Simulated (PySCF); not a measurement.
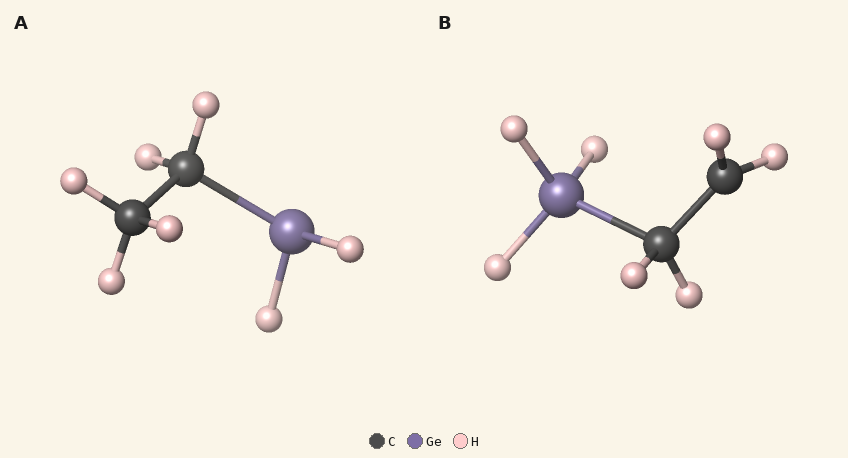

2 stationary structures of one formula. Charge 0, doublet. Geometries: PBE0-D3(BJ)/def2-SVP. Electronic energies: PBE0-D3(BJ)/def2-SVP (PySCF 2.14.0), without zero-point energy. No frequency run is at hand to confirm each as a minimum.

**Are they conformers, stereoisomers or constitutional isomers?**

They are constitutional isomers of C2H7Ge: A `C[CH2][GeH2]`, B `[CH2][CH2][GeH3]`.

**Rank them by energy, lowest first.**

A is lowest; B lies 15.7 kcal/mol above it.
